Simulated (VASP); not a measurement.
Band structure of PdP (relaxed from the zinc blende structure, space group F-43m). Level of theory: PBEsol GGA, VASP's PBE PAW potentials (set 64) (plane waves; VASP).

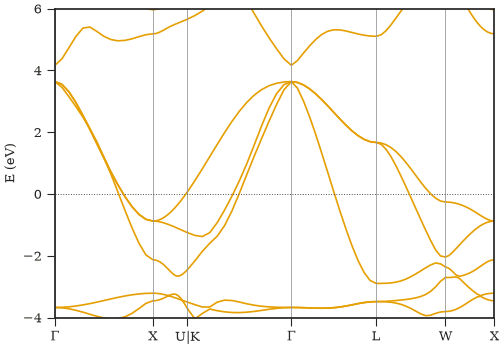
Fig. 1. Bands along high-symmetry lines, zero at the valence-band maximum or, without a gap, the Fermi level

Question: Read the plot: is there a gap, and where are the band edges?

Answer: It has no gap at this level: it comes out as a metal or semimetal. (Edges off the drawn lines would not show.)

The structure was generated: PdP was put into the zinc blende type (F-43m), which need not be its known phase. It was relaxed first, which changed the volume by -19 %. The electron count is odd and the run is not spin-polarised, which forces a metal.
